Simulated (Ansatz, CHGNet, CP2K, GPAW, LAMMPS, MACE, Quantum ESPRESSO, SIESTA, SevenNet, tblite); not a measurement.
## Glassy 69SiO2-19Al2O3-6SrO-6Li2O (mol %) (106 atoms): runs against a plane-wave reference

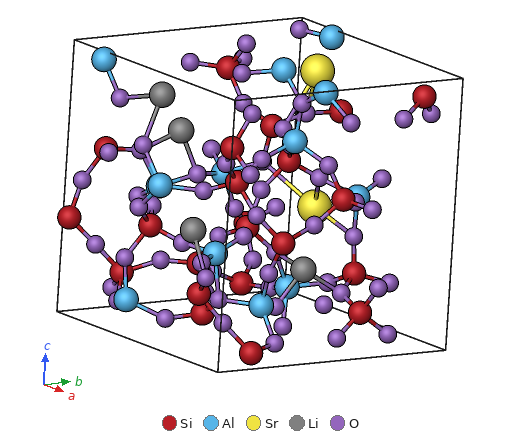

The cell (silicon red, aluminium blue, strontium yellow, lithium grey, oxygen purple). Bonds to atoms that aren't drawn are left out. Some periodic images of atoms are drawn too.

Density of this cell: 2.31 g/cm³. The cell holds 106 atoms: 22 Si, 12 Al, 2 Sr, 4 Li and 66 O. Its edges and angles: a = 11.659 Å, b = 11.659 Å, c = 11.659 Å, α = 90.0°, β = 90.0°, γ = 90.0°. 106 atoms (22 Si, 12 Al, 2 Sr, 4 Li, 66 O) placed at random at 2.31 g/cm³, melted at 4000 K for 10 ps at fixed volume with the Morse and Coulomb pair potential with partial charges (Pedone, Malavasi, Menziani, Cormack and Segre, J. Phys. Chem. B 110, 11780 (2006)). Quenched from 4000 K to 300 K at 50 K/ps and fixed volume, held 5 ps.

Geometry: as built.

The reference, a calculation:

| Item | Value |
| --- | --- |
| method | Kohn-Sham DFT, PBE, SSSP efficiency 1.3.0 pseudopotentials, plane waves (Quantum ESPRESSO 7.5); sssp-pbe-1.3.0-efficiency, cutoffs 60/480 Ry, Γ point |
| r.m.s. force component | 1.325 eV/Å |
| longest force | 5.255 eV/Å |
| pressure | 1.859 GPa |
| gap (highest filled to lowest empty level) | 2.915 eV |
| time | 4.8 min on 4 MPI ranks of Arm Neoverse V2, shared host |
| CPU time | 19 min |

Runs, in no order:
A. CP2K PBE, DZVP-MOLOPT-SR, 600/50 Ry, OT DIIS: Kohn-Sham DFT, PBE, GTH-PBE pseudopotentials, Gaussian and plane waves, DZVP-MOLOPT-SR-GTH, orbital transformation
B. CP2K PBE, SZV-MOLOPT-SR, 600/50 Ry, TRS4 filter 1e-04, SCF 1e-05: Kohn-Sham DFT, PBE, GTH-PBE pseudopotentials, Gaussian and plane waves, SZV-MOLOPT-SR-GTH, linear-scaling purification of the density matrix
C. QE PBE, sssp-1.3.0-efficiency, 20/160 Ry: Kohn-Sham DFT, PBE, SSSP efficiency 1.3.0 pseudopotentials, plane waves
D. SevenNet l3i5 potential: machine-learned interatomic potential SevenNet l3i5, trained on PBE(+U) plane-wave data
E. CP2K LDA, DZVP-MOLOPT-SR, 600/50 Ry, OT DIIS: Kohn-Sham DFT, LDA, GTH-PADE pseudopotentials, Gaussian and plane waves, DZVP-MOLOPT-SR-GTH, orbital transformation

**Question.** Rank the runs by how far their forces lie from the reference's, least first.

D, A, E, C, B.

```csv
run,"Δ force, r.m.s. (meV/Å)",share of r.m.s. force (%),CPU time
D. SevenNet l3i5 potential,66.4,5.01,9.2 s
"A. CP2K PBE, DZVP-MOLOPT-SR, 600/50 Ry, OT DIIS",100,7.55,9.5 min
"E. CP2K LDA, DZVP-MOLOPT-SR, 600/50 Ry, OT DIIS",215,16.2,7.8 min
"C. QE PBE, sssp-1.3.0-efficiency, 20/160 Ry",302,22.8,3.2 min
"B. CP2K PBE, SZV-MOLOPT-SR, 600/50 Ry, TRS4 filter 1e-04, SCF 1e-05",926,69.8,72 s
```

Machine-learned potentials mimic data converged in k, so the reference's own k-point error enters their differences. The network of bonds at the start is that of the classical potential that made the cell, and needn't be the one that DFT or experiment would give. The electronic-structure runs sample only Γ, in a cell whose shortest periodic width is 12 Å.

[Logs are printed without paths, hosts, clocks, repeated set-up lines and the standing remarks that a program may print on its own settings, such as how far it seeks lower states.]

[Hosts, paths, dates, database ids (printed as entryN), source tags and the programs' standing remarks are cut or masked in the printed files.]
